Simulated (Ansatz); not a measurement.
H2S···C2H2N (doublet)

```xyz
8

H     1.1931   -0.2766    0.3554
C    -0.7233    1.0436   -0.1022
C    -1.3420    0.1318   -0.9390
N    -1.8586   -0.6504   -1.6412
S     2.1801   -0.9457    1.0023
H    -0.9336    1.0310    0.9670
H    -0.0475    1.7910   -0.5232
H     1.5315   -2.1246    0.8811
```

Computed with UKS PBE0-D4/def2-SVPD (Ansatz).

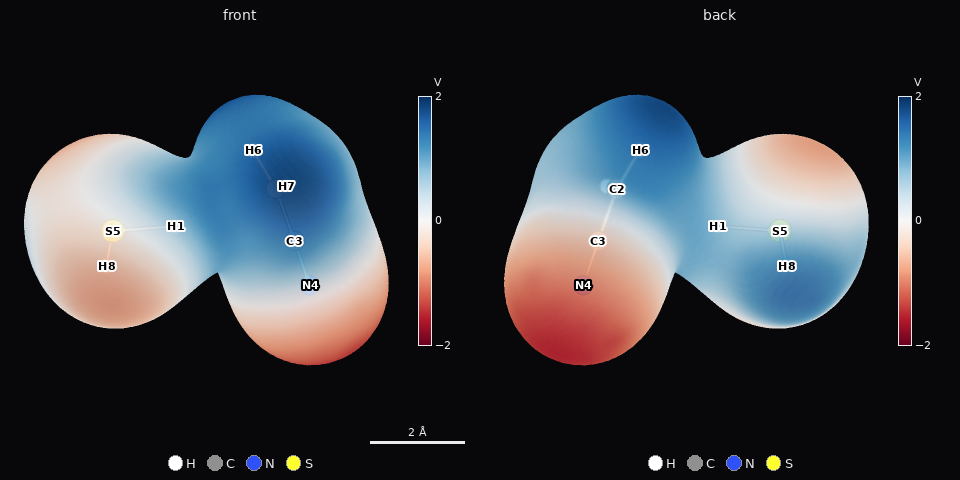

Figure 1. The electrostatic potential painted on the density surface at 0.002 e/bohr³, seen from the front and from behind; red is negative and blue positive.

Describe the electrostatic potential map.

The most negative region (about −1.5 V, or −35 kcal/mol for a unit charge) lies over N4, the most positive (about +1.9 V, or +44 kcal/mol for a unit charge) over H7. N4 is the likeliest acceptor of a hydrogen bond.

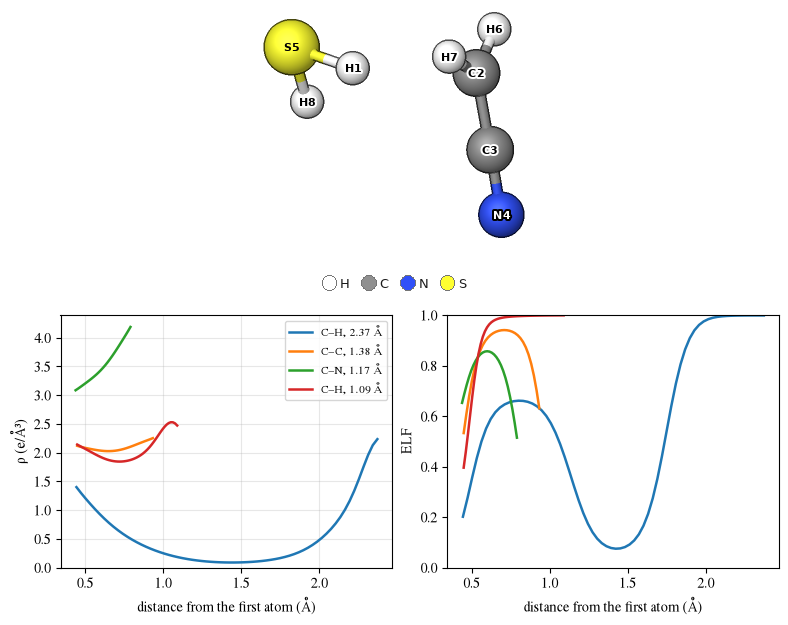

Figure 2. Total electron density and ELF along straight lines between neighbouring atoms. The curves leave out the atomic cores. The structure is drawn too.

What can be read from the curves?

C2···H1 (2.37 Å): the density falls to about 0.09 e/Å³ on the way; the ELF dips to about 0.05 between them.
C–C (1.38 Å): ρ is about 2 e/Å³ halfway; the ELF peaks at about 0.95 between the atoms: a covalent bond.
C–N (1.17 Å): the density is about 3.4 e/Å³ at the midpoint; the ELF peaks at about 0.85 between the atoms: a multiple bond.
C–H (1.09 Å): ρ is about 2 e/Å³ halfway; the ELF climbs to about 1 towards the hydrogen, as it does in any bond to H (a covalent bond by its length).
